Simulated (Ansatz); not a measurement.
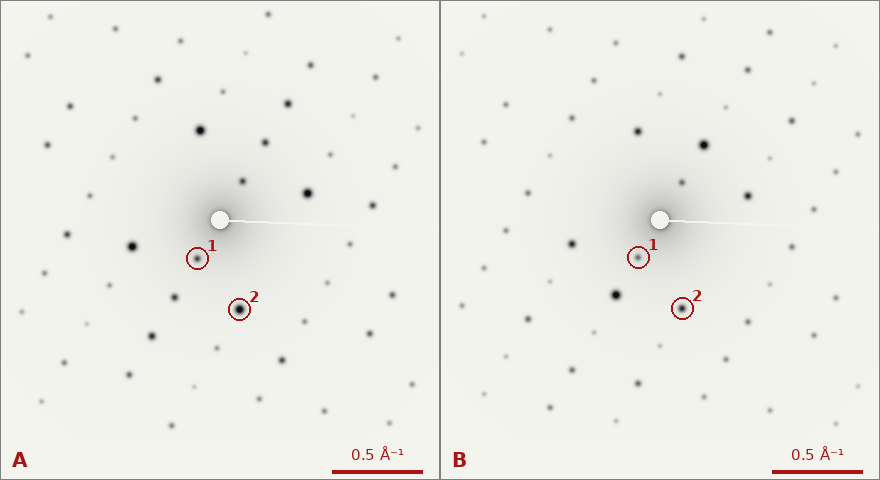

Kinematic electron diffraction patterns (300 kV, B = 0.5 Å², same scale) along [111] of the run's own cell, for the start and the end of one relaxation of Si2B3 with DFT PBE, scalar-relativistic, plane waves, PAW (Ansatz 0.2.0). k mesh 8×8×12. The start is a generated model structure, and the relaxation ends in the nearest stationary point of its symmetry, not necessarily the ground state. Spot 1 is -1 1 0 and spot 2 is -2 1 1 in both.

Start structure:

```
Si B
1.0
     5.66636    0.00000    0.00000
     0.00000    5.66636    0.00000
     0.00000    0.00000    3.09611
Si B
4 6
Direct
  0.35010 0.85010 0.00000
  0.14990 0.35010 0.00000
  0.64990 0.14990 0.00000
  0.85010 0.64990 0.00000
  0.00000 0.00000 0.00000
  0.50000 0.50000 0.00000
  0.17074 0.67074 0.50000
  0.32926 0.17074 0.50000
  0.82926 0.32926 0.50000
  0.67074 0.82926 0.50000
```

Which pattern belongs to the start structure, and which to the relaxed one?

Answer. A is the start: its cell gives d(1) = 4.007 Å, d(2) = 1.961 Å and an angle of 42.8°. B is the relaxed structure, with d(1) = 4.135 Å (+3.2 %), d(2) = 1.971 Å (+0.5 %) and 44.3°.

Name reflections whose intensity changes strongly on relaxation.

Answer. 3 -3 0 goes from 31 to 0.51 % of the strongest spot; 4 -3 -1 goes from 0.25 to 8.8 % of the strongest spot; 2 -2 0 goes from 21 to 100 % of the strongest spot.

What did the relaxation do to the structure and the energy?

Answer. The volume changed by +3.2 % to 10.26 Å³ an atom; with the mean shift removed, the atoms moved by up to 0.62 Å relative to the cell (B most); the space group stayed P4/mbm (No. 127); the free energy fell by 340 meV an atom. Relaxed cell: a = 5.847 Å, b = 5.847 Å, c = 3.000 Å, α = 90.00°, β = 90.00°, γ = 90.00°.
